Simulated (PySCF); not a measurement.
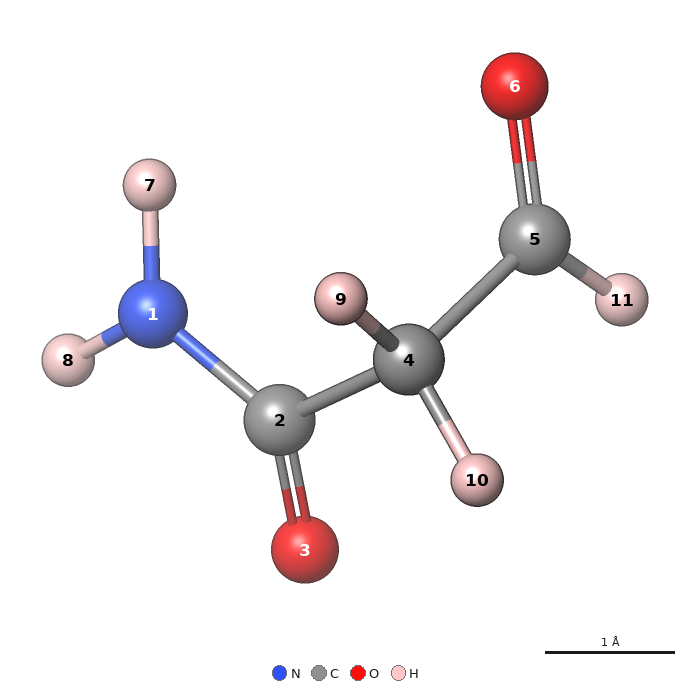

Orthographic view. Atoms fade into the background with distance from the viewer. Geometry: a frame of a GFN2-xTB molecular-dynamics simulation, not a minimum.

Write a MOL file (V2000) with the atoms in numerical order, bonds sorted by atom number with the orders drawn, and coordinates in the frame of the picture: x right, y up, z towards the viewer, origin at the mean position.

```
C3H5NO2
                    3D

 11 10  0  0  0  0  0  0  0  0999 V2000
   -1.5400    0.1000   -0.5100 N   0  0  0  0  0  0  0  0  0  0  0  0
   -0.5500   -0.7300   -0.2100 C   0  0  0  0  0  0  0  0  0  0  0  0
   -0.3500   -1.7400   -0.8200 O   0  0  0  0  0  0  0  0  0  0  0  0
    0.4600   -0.2600    0.8500 C   0  0  0  0  0  0  0  0  0  0  0  0
    1.4400    0.6800    0.0400 C   0  0  0  0  0  0  0  0  0  0  0  0
    1.2800    1.8800    0.1800 O   0  0  0  0  0  0  0  0  0  0  0  0
   -1.5700    1.1000   -0.4300 H   0  0  0  0  0  0  0  0  0  0  0  0
   -2.2000   -0.2600   -1.2300 H   0  0  0  0  0  0  0  0  0  0  0  0
   -0.0700    0.2200    1.6900 H   0  0  0  0  0  0  0  0  0  0  0  0
    0.9900   -1.2000    1.0900 H   0  0  0  0  0  0  0  0  0  0  0  0
    2.1200    0.2100   -0.6500 H   0  0  0  0  0  0  0  0  0  0  0  0
  1  2  1  0
  1  7  1  0
  1  8  1  0
  2  3  2  0
  2  4  1  0
  4  5  1  0
  4  9  1  0
  4 10  1  0
  5  6  2  0
  5 11  1  0
M  END
```
